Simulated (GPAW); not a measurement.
# GaAs (F-43m): G0W0 with GPAW, start to end, part 2 of 2

Wanted: ground state, empty states, screening and self-energy for GaAs (F-43m).

GPAW 26.7.0; PBE and many-body steps on it, plane waves. Known limits of the many-body steps: not at the basis limit; no spin-orbit coupling; coarse k mesh.

So far. Step 3 (Bands along the symmetry lines): The gap is 0.587 eV, as in the run before at this level. Step 4 (Empty states on the mesh, 6×6×6 mesh, 247 bands): On this mesh the gap is 0.587 eV.

## (5) Screening and self-energy, 6×6×6 mesh, 237 bands, screening to 175 eV

G0W0 replaces the xc potential by the self-energy, built once from these orbitals. Only a window of levels is corrected, while the sums run over the empty bands that the input names.

This step: G0W0 on PBE, plane waves, PAW.

Contents of run.py:

```python
import json
import numpy as np
from gpaw.mpi import world
from gpaw.response.g0w0 import G0W0

gw = G0W0('full.gpw',
    filename='gw',
    kpts=[0],
    bands=(2, 6),
    ecut=175,
    nbands=237,
    integrate_gamma='WS',
    ppa=True)
gw.calculate()
res = {mode: {k: v for k, v in r.items() if k != 'sigma_eskwn'}
       for mode, r in gw.all_results.items()}

if world.rank == 0:
    with open('result.json', 'w') as f:
        json.dump(res, f, default=lambda x: x.tolist())
```

Run with:

```sh
$ mpirun -n 4 gpaw python run.py
```

Numbers of over 12 decimals in the logs are rounded to 6 here.

The log of the run:

```text
Using integrator: PointIntegrator
FrequencyGridDescriptor(from 0.000+0.000j to 0.000+27.211j eV, 2 points)
Nonperiodic BCs:  [False False False]
Using integrator: PointIntegrator
FrequencyGridDescriptor(from 0.000+0.000j to 0.000+27.211j eV, 2 points)
Nonperiodic BCs:  [False False False]
  ___  _ _ _
 |   || | | |
 | | || | | |
 |__ ||_____|
 |___|

BZ k-points: Symmetries present (total): 24

  [... matrices ...]
216 k-points: 6 x 6 x 6 Monkhorst-Pack grid + [1/12,1/12,1/12]
16 k-points in the irreducible part of the Brillouin zone
       k-points in crystal coordinates                weights
   0:     0.00000000    0.00000000    0.00000000          1/216
   1:     0.16666667    0.16666667    0.00000000          6/216
   2:     0.16666667    0.16666667    0.16666667          8/216
   3:     0.33333333    0.16666667    0.16666667         12/216
   4:     0.33333333    0.33333333   -0.33333333         12/216
   5:     0.33333333    0.33333333    0.00000000          6/216
   6:     0.33333333    0.33333333    0.16666667         24/216
   7:     0.33333333    0.33333333    0.33333333          8/216
   8:     0.50000000    0.33333333   -0.33333333         24/216
   9:     0.50000000    0.33333333   -0.16666667         12/216
          ...
  15:     0.50000000    0.50000000    0.50000000          4/216

Distributing spins, k-points and bands (1 x 1 x 4) over 4 processes
Number of blocks: 1

Quasi particle states:
k-points (IBZ indices): [0]
Band range: (2, 6)
  [... matrices ...]
Computational parameters:
Plane wave cut-off: 175 eV
Number of bands: 237
Coulomb cutoff: None
Broadening: 0.1 eV

fxc modes: GW
Kernel: RPA
Using Godby-Needs plasmon-pole approximation:
  Fitting energy: i*E0, E0 = 1.000 Hartree
Summing all q:

Calculating screened Coulomb potential
No Coulomb truncation
FrequencyGridDescriptor(from 0.000+0.000j to 0.000+27.211j eV, 2 points)
Removing empty qpoint cache files...

Calculating chi0 body with:
    Ground state adapter containing:
    Number of spins: 1
    Number of kpoints: 216
    Number of irreducible kpoints: 16
    Number of completely occupied states: 4
    Number of partially occupied states: 4
    Occupied states memory: 0.48828125 M / cpu

    Linear response parametrization:
    q_c: [1.3877787807814457e-17, 1.3877787807814457e-17, 1.3877787807814457e-17]
    Number of frequency points: 2
    Planewave cutoff: 175.0
    Number of bands: 237
    Number of planewaves: 259
    Broadening (eta): 1e-06
    comm.size: 4
    kncomm.size: 4
    blockcomm.size: 1

    Memory estimate of potentially large arrays:
        chi0_wGG: 2.047150 M / cpu
Integrating chi0 body.

Symmetries of q_c:
    Direct symmetries (Uq -> q): 24
    Indirect symmetries (TUq -> q): 24
In total 48 allowed symmetries.

  [... matrices ...]
16 groups of equivalent kpoints. 92.592593% reduction.

Integral kind: response function
Integrating chi0 head and wings.

Symmetries of q_c:
    Direct symmetries (Uq -> q): 24
    Indirect symmetries (TUq -> q): 24
In total 48 allowed symmetries.

  [... matrices ...]
16 groups of equivalent kpoints. 92.592593% reduction.

Integral kind: response function wings

Calculating chi0 body with:
    Ground state adapter containing:
    Number of spins: 1
    Number of kpoints: 216
    Number of irreducible kpoints: 16
    Number of completely occupied states: 4
    Number of partially occupied states: 4
[... the further q-points ...]

Results:
f:      Occupation numbers
eps:     KS-eigenvalues [eV]
vxc:     KS vxc [eV]
exx:     Exact exchange [eV]
sigma:   Self-energies [eV]
dsigma:  Self-energy derivatives
Z:       Renormalization factors
qp:      QP-energies [eV]

k-point 0 (0): (0.000, 0.000, 0.000)                GW
band       f     eps     vxc     exx   sigma  dsigma       Z      qp
                                                                   GW
   2   1.000   4.921 -14.823 -16.231   0.753  -0.277   0.783   4.408
   3   1.000   4.921 -14.823 -16.231   0.753  -0.277   0.783   4.408
   4   0.000   5.508 -15.968 -12.075  -3.111  -0.261   0.793   6.127
   5   0.000   8.695 -12.103  -7.793  -4.070  -0.270   0.787   8.884
```

The job ended after 2.3 min (4 MPI ranks of Arm Neoverse V1, shared host; peak memory 1.1 GiB).

This step gave:

- G0W0 gap on the points computed: 1.719 eV
- least direct G0W0 gap on the computed points: 1.719 eV
- Z at the valence top: 0.7831
- Z at the conduction bottom: 0.7928
- starting gap on the mesh: 0.5868 eV
- k of the valence top: 0, 0, 0
- k of the conduction bottom: 0, 0, 0

The gap on the mesh goes from 0.59 eV to 1.72 eV, a correction of +1.13 eV.

Limits: finite bands, cutoff and mesh; no spin-orbit coupling; coarse k mesh. v1 is the top filled band, c1 the lowest empty one. Levels before and after the correction, in eV, zero at the valence-band top of each column:

|  | conduction bottom | valence top |
| --- | --- | --- |
| Kohn-Sham | 0.59 | 0.00 |
| G0W0 | 1.72 | 0.00 |

|  | level | energy (eV) |
| --- | --- | --- |
| Kohn-Sham | Γ v2-v1 | 0.000 |
| Kohn-Sham | Γ c1 | 0.587 |
| Kohn-Sham | Γ c2 | 3.774 |
| G0W0 | Γ v2-v1 | 0.000 |
| G0W0 | Γ c1 | 1.719 |
| G0W0 | Γ c2 | 4.476 |

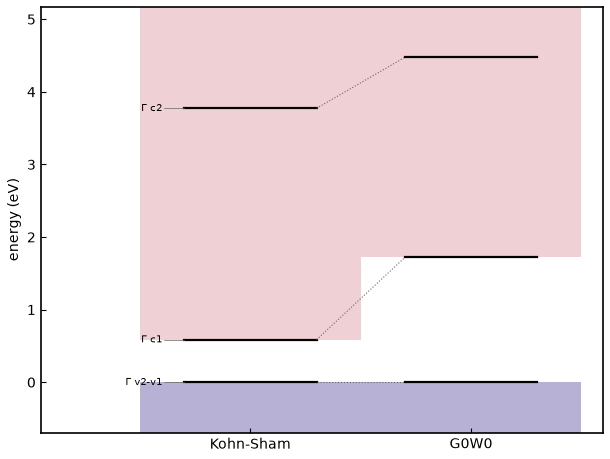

Levels before and after the correction. Shaded: valence and conduction bands.

## (6) Where the time went

Times are wall times on 4 MPI ranks of Arm Neoverse V1, shared host, good to a factor of about two.

```csv
step,time,share,memory (GiB)
ground state,4.4 s,3 %,0.58
bands along the symmetry lines,4.4 s,3 %,0.61
empty states on the mesh,8 s,5 %,0.94
screening and self-energy,2.3 min,89 %,1.1
```

## (7) Results

* PBE gap: 0.59 eV, direct
* G0W0 gap on the mesh: 1.72 eV
* GW settings: 6×6×6 mesh, 237 bands, screening to 175 eV, Godby-Needs plasmon pole
* known limits: not at the basis limit; no spin-orbit coupling; coarse k mesh

What this shows: G0W0 moves the gap on the mesh from 0.59 eV to 1.72 eV (+1.13 eV), with Z of 0.78 and 0.79 at the edges. Only 1 of the mesh's irreducible points was corrected, so a valley elsewhere could overtake. The dearest step here is «screening and self-energy». Against experiment, by G0W0@PBE: the direct gap of 1.72 eV lies +0.21 eV from the measured 1.51 eV (exciton, 77 K, 2020); the direct gap of 1.72 eV lies +0.30 eV from the measured 1.42 eV (exciton, 300 K, 2014); the direct gap of 1.72 eV lies +0.31 eV from the measured 1.412 ± 0.01 eV (direct, 300 K, 2008); the direct gap of 1.72 eV lies +0.30 eV from the measured 1.418 ± 0.005 eV (direct, 300 K, 2008). An exciton line or allowed optical edge lies below the quasiparticle gap by the binding energy; a forbidden edge can push the onset above it. The calculation has static nuclei and no excitons; a measured gap holds zero-point and thermal motion, which mostly lowers it. Bands and cutoff are finite, so the gap is not at the basis limit. The miss can reach some tenths of an eV and take either sign; the mesh is an error of its own. These stock PAW sets were not made for GW; the filled d or f shell of As and Ga lies in the frozen core, which bears on start and correction. In the G0W0 run levels were corrected at 1 k point alone, so a gap called «on the mesh» is the least over those, and an edge elsewhere would be missed. The 6×6×6 mesh is coarse for this cell, which bears on the long-range parts of exchange and screening. The many-body steps are scalar-relativistic: spin-orbit coupling is not in them.

[Paths, hosts, dates, memory and timing lines, banners, echoed tables and standing remarks are left out of the program output.]

[Logs are printed without paths, hosts, clocks, repeated set-up lines and the standing remarks that a program may print on its own settings, such as how far it seeks lower states.]

[Runs of the session that timed out or met a known fault of the program may be left out.]

[Hosts, paths, dates, database ids (printed as entryN), source tags and the programs' standing remarks are cut or masked in the printed files.]
